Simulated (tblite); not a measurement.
# Run report: C5H7FO2Si, geometry relaxation (part 2 of 2)

The same run, continued: C5H7FO2Si; GFN2-xTB geometry optimisation, gas phase (tblite 0.8.0). It belongs to a series of runs on one base structure; here: H on Si replaced by COCH3.

Geometry of the input (Å):
```
C  -1.1158  -2.2104  0.4482
C  -1.0747  -1.0188  -0.4790
O  -2.0506  -0.4296  -0.8753
Si 0.6186  -0.4378  -1.0959
C  0.8463  1.3811  -0.9261
F  1.1697  2.0204  -2.0892
C  0.7278  2.1639  0.1483
C  0.3957  1.7176  1.5272
O  0.3442  0.5354  1.8634
H  -0.4310  -2.0874  1.2862
H  -2.1366  -2.2984  0.8606
H  -0.8930  -3.1227  -0.1045
H  1.7182  -1.1413  -0.3572
H  0.8102  -0.8363  -2.5171
H  0.8743  3.2395  0.0528
H  0.1890  2.5339  2.2460
```

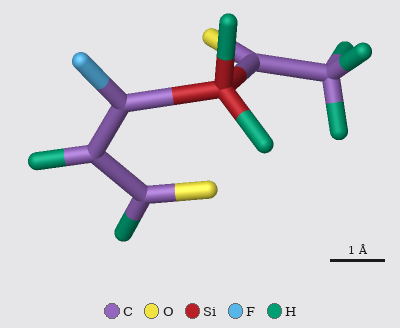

Fig. 1: The geometry at step 76 of the log (stick view, seen at a tilt).

Trajectory as extended XYZ, continued:
```
16
Properties=species:S:1:pos:R:3:forces:R:3 step=42 energy=-783.62010
C    -1.1778   -2.1696    0.4580    0.0210  -0.0190   0.0100
C    -1.0705   -0.9053   -0.3366   -0.0410  -0.0040   0.0170
O    -2.0249   -0.2228   -0.6150    0.0140   0.0490  -0.0130
Si    0.7241   -0.4358   -0.8926   -0.0110  -0.0130   0.0260
C     0.8565    1.4548   -0.9918    0.0250  -0.0190   0.0210
F     1.0944    1.9952   -2.1855    0.0100   0.0360   0.0020
C     0.7072    2.2445    0.0866    0.0220   0.0110   0.0060
C     0.4194    1.5514    1.3075   -0.0200  -0.0180   0.0110
O     0.4131    0.3298    1.3760    0.0280   0.0680  -0.0020
H    -0.5706   -2.0429    1.3506   -0.0060  -0.0430   0.0160
H    -2.2094   -2.3810    0.7322    0.0090  -0.0110  -0.0270
H    -0.7612   -2.9894   -0.1225   -0.0100  -0.0140   0.0230
H     1.8056   -1.0474   -0.1343   -0.0140  -0.0260   0.0000
H     0.8330   -0.8451   -2.3063    0.0020   0.0150  -0.0250
H     0.7699    3.3207    0.0641   -0.0510   0.0050  -0.0090
H     0.1836    2.1520    2.1983    0.0250  -0.0170  -0.0560
16
Properties=species:S:1:pos:R:3:forces:R:3 step=51 energy=-783.62615
C    -1.1849   -2.1694    0.4482    0.0140  -0.0350   0.0000
C    -1.0495   -0.8785   -0.3025   -0.0460  -0.0270   0.0120
O    -1.9843   -0.1526   -0.5359    0.0200  -0.0070   0.0200
Si    0.7455   -0.4444   -0.8886   -0.0080   0.0000   0.0250
C     0.8689    1.4477   -0.9964   -0.0110  -0.0140   0.0110
F     1.0821    1.9934   -2.1929    0.0200  -0.0060  -0.0140
C     0.6906    2.2401    0.0751   -0.0060   0.0100  -0.0020
C     0.4280    1.5497    1.3022   -0.0390  -0.0040   0.0160
O     0.4501    0.3292    1.3831    0.0500   0.0770  -0.0020
H    -0.6246   -2.0778    1.3764   -0.0060   0.0310  -0.0220
H    -2.2261   -2.3980    0.6670    0.0030   0.0230  -0.0180
H    -0.7349   -2.9714   -0.1314   -0.0080  -0.0130  -0.0140
H     1.8123   -1.0835   -0.1344    0.0090  -0.0040   0.0010
H     0.8379   -0.8516   -2.3052   -0.0050   0.0060  -0.0010
H     0.6984    3.3178    0.0395    0.0030   0.0000   0.0010
H     0.1831    2.1582    2.1842    0.0090  -0.0370  -0.0120
16
Properties=species:S:1:pos:R:3:forces:R:3 step=59 energy=-783.62877
C    -1.1915   -2.1763    0.4338    0.0030  -0.0050   0.0030
C    -1.0405   -0.8689   -0.2826   -0.0130   0.0050   0.0110
O    -1.9623   -0.1140   -0.4705   -0.0010   0.0000  -0.0020
Si    0.7561   -0.4477   -0.8740    0.0080   0.0140   0.0020
C     0.8697    1.4444   -0.9986    0.0020   0.0010   0.0080
F     1.0848    1.9810   -2.1991    0.0010  -0.0090  -0.0030
C     0.6716    2.2436    0.0646    0.0060   0.0030   0.0070
C     0.4322    1.5537    1.2966   -0.0020  -0.0030   0.0070
O     0.4975    0.3349    1.3824    0.0000   0.0170  -0.0080
H    -0.6590   -2.0839    1.3784   -0.0030  -0.0160  -0.0060
H    -2.2386   -2.4050    0.6214    0.0050  -0.0030  -0.0010
H    -0.7223   -2.9711   -0.1398   -0.0070   0.0040  -0.0070
H     1.8229   -1.1022   -0.1336    0.0090   0.0050  -0.0020
H     0.8364   -0.8535   -2.2928   -0.0080  -0.0090   0.0010
H     0.6591    3.3210    0.0218    0.0010  -0.0050   0.0000
H     0.1763    2.1529    2.1805   -0.0020   0.0020  -0.0120
16
Properties=species:S:1:pos:R:3:forces:R:3 step=68 energy=-783.62957
C    -1.1958   -2.1813    0.4254    0.0030  -0.0130   0.0120
C    -1.0384   -0.8613   -0.2653   -0.0090  -0.0020   0.0050
O    -1.9566   -0.0993   -0.4408    0.0060   0.0080   0.0060
Si    0.7596   -0.4473   -0.8599    0.0160   0.0190  -0.0040
C     0.8747    1.4435   -0.9978   -0.0100   0.0020   0.0000
F     1.0856    1.9690   -2.2038    0.0030   0.0100   0.0070
C     0.6728    2.2486    0.0607   -0.0080  -0.0050  -0.0020
C     0.4342    1.5607    1.2940    0.0070   0.0060  -0.0020
O     0.5149    0.3427    1.3837   -0.0120   0.0140  -0.0010
H    -0.6702   -2.1113    1.3753    0.0130  -0.0010   0.0030
H    -2.2438   -2.4130    0.6033   -0.0020  -0.0030  -0.0090
H    -0.7228   -2.9637   -0.1614   -0.0110  -0.0110  -0.0110
H     1.8414   -1.0962   -0.1369   -0.0060  -0.0020   0.0160
H     0.8222   -0.8679   -2.2763   -0.0050   0.0040   0.0020
H     0.6503    3.3260    0.0149    0.0110  -0.0180  -0.0090
H     0.1643    2.1597    2.1737    0.0030  -0.0070  -0.0120
16
Properties=species:S:1:pos:R:3:forces:R:3 step=76 energy=-783.63033
C    -1.1983   -2.1923    0.4169    0.0030  -0.0120   0.0010
C    -1.0340   -0.8587   -0.2466   -0.0220  -0.0100  -0.0180
O    -1.9489   -0.0896   -0.4082    0.0070   0.0060   0.0200
Si    0.7627   -0.4449   -0.8463   -0.0050   0.0040  -0.0070
C     0.8751    1.4444   -1.0007    0.0130  -0.0020   0.0110
F     1.0918    1.9690   -2.2062   -0.0050  -0.0170   0.0010
C     0.6738    2.2530    0.0548   -0.0060   0.0060  -0.0020
C     0.4326    1.5713    1.2906    0.0190   0.0080   0.0010
O     0.5216    0.3543    1.3873   -0.0160   0.0120  -0.0070
H    -0.6679   -2.1463    1.3660    0.0000  -0.0100  -0.0040
H    -2.2475   -2.4226    0.5903    0.0020   0.0140   0.0120
H    -0.7356   -2.9660   -0.1895    0.0100  -0.0010  -0.0080
H     1.8494   -1.0897   -0.1262   -0.0140   0.0030   0.0020
H     0.8055   -0.8757   -2.2605    0.0170  -0.0010  -0.0020
H     0.6565    3.3296    0.0007   -0.0040   0.0030   0.0090
H     0.1557    2.1732    2.1660    0.0000  -0.0050  -0.0080
16
Properties=species:S:1:pos:R:3:forces:R:3 step=85 energy=-783.63202
C    -1.2039   -2.2218    0.3867    0.0090   0.0040   0.0130
C    -1.0277   -0.8555   -0.2056   -0.0060  -0.0060   0.0000
O    -1.9301   -0.0609   -0.2939   -0.0170   0.0130  -0.0030
Si    0.7635   -0.4413   -0.8232   -0.0120  -0.0160   0.0170
C     0.8815    1.4444   -1.0027    0.0080  -0.0090   0.0010
F     1.1013    1.9472   -2.2168    0.0000   0.0080  -0.0110
C     0.6798    2.2687    0.0403   -0.0300  -0.0010  -0.0090
C     0.4303    1.6015    1.2824    0.0230  -0.0020   0.0120
O     0.5265    0.3864    1.3942   -0.0090   0.0000   0.0060
H    -0.6628   -2.2339    1.3311    0.0050  -0.0030  -0.0110
H    -2.2556   -2.4382    0.5660    0.0230  -0.0100  -0.0090
H    -0.7607   -2.9721   -0.2632   -0.0200   0.0240   0.0020
H     1.8497   -1.0778   -0.0960    0.0010  -0.0080  -0.0050
H     0.7987   -0.8939   -2.2317    0.0180   0.0040   0.0070
H     0.6604    3.3443   -0.0266    0.0040   0.0070   0.0010
H     0.1415    2.2118    2.1478    0.0020  -0.0040  -0.0090
16
Properties=species:S:1:pos:R:3:forces:R:3 step=93 energy=-783.63278
C    -1.2066   -2.2324    0.3735    0.0040  -0.0080   0.0040
C    -1.0323   -0.8521   -0.1852    0.0150  -0.0090  -0.0040
O    -1.9317   -0.0521   -0.2458   -0.0130   0.0200  -0.0100
Si    0.7607   -0.4400   -0.8043   -0.0020  -0.0020   0.0010
C     0.8842    1.4433   -1.0043   -0.0120  -0.0040   0.0040
F     1.1073    1.9353   -2.2225    0.0000  -0.0010   0.0030
C     0.6780    2.2756    0.0313    0.0090   0.0030   0.0050
C     0.4294    1.6163    1.2778    0.0110   0.0020   0.0050
O     0.5263    0.4018    1.3979    0.0030  -0.0050  -0.0030
H    -0.6488   -2.2759    1.3066    0.0070   0.0010   0.0000
H    -2.2553   -2.4527    0.5634    0.0060   0.0080  -0.0010
H    -0.7798   -2.9648   -0.3062   -0.0010   0.0050  -0.0090
H     1.8495   -1.0777   -0.0812   -0.0100  -0.0010   0.0080
H     0.8051   -0.8985   -2.2111   -0.0030  -0.0090   0.0040
H     0.6663    3.3511   -0.0401   -0.0130   0.0010  -0.0060
H     0.1399    2.2316    2.1389    0.0000   0.0010  -0.0010
16
Properties=species:S:1:pos:R:3:forces:R:3 step=102 energy=-783.63327
C    -1.2045   -2.2347    0.3661    0.0010  -0.0010   0.0080
C    -1.0361   -0.8494   -0.1818   -0.0040  -0.0060  -0.0210
O    -1.9379   -0.0520   -0.2442    0.0080  -0.0030   0.0060
Si    0.7583   -0.4402   -0.7951    0.0050   0.0060   0.0010
C     0.8833    1.4417   -1.0020    0.0020   0.0030   0.0000
F     1.1069    1.9283   -2.2222   -0.0060   0.0000  -0.0010
C     0.6786    2.2793    0.0299    0.0020  -0.0020   0.0030
C     0.4326    1.6248    1.2794   -0.0050  -0.0040  -0.0010
O     0.5267    0.4102    1.4018    0.0010  -0.0040   0.0000
H    -0.6260   -2.2923    1.2857    0.0050  -0.0020   0.0000
H    -2.2493   -2.4549    0.5755    0.0010   0.0040  -0.0070
H    -0.7938   -2.9580   -0.3338   -0.0120   0.0080   0.0050
H     1.8371   -1.0834   -0.0624    0.0030   0.0000   0.0000
H     0.8069   -0.9066   -2.1998   -0.0010  -0.0010   0.0100
H     0.6642    3.3544   -0.0486   -0.0050  -0.0030   0.0030
H     0.1454    2.2418    2.1400    0.0050   0.0050  -0.0050
16
Properties=species:S:1:pos:R:3:forces:R:3 step=110 energy=-783.63345
C    -1.2073   -2.2371    0.3551    0.0030  -0.0020   0.0010
C    -1.0312   -0.8439   -0.1693    0.0020   0.0010  -0.0020
O    -1.9258   -0.0375   -0.2102   -0.0050   0.0000  -0.0020
Si    0.7644   -0.4406   -0.7824    0.0030  -0.0040   0.0040
C     0.8830    1.4397   -1.0035    0.0010   0.0000   0.0030
F     1.0998    1.9202   -2.2271   -0.0030   0.0020  -0.0050
C     0.6738    2.2808    0.0247    0.0000  -0.0010  -0.0010
C     0.4349    1.6299    1.2769   -0.0030   0.0010   0.0050
O     0.5388    0.4164    1.4046    0.0030   0.0010  -0.0010
H    -0.6270   -2.3129    1.2723   -0.0040  -0.0060  -0.0020
H    -2.2530   -2.4550    0.5612   -0.0030   0.0040   0.0030
H    -0.8020   -2.9504   -0.3578   -0.0060   0.0000   0.0020
H     1.8432   -1.0848   -0.0509    0.0050   0.0040   0.0010
H     0.8064   -0.9205   -2.1823    0.0060   0.0030  -0.0070
H     0.6496    3.3553   -0.0570    0.0000   0.0000  -0.0050
H     0.1450    2.2495    2.1345    0.0010  -0.0030   0.0040
```

Key numbers:

| quantity | value |
| --- | --- |
| outcome | converged |
| total energy | −783.6335 eV |
| hardware | 1 CPU thread, shared host |
| wall time | 1.4 s |
| peak memory | 0.18 GiB |
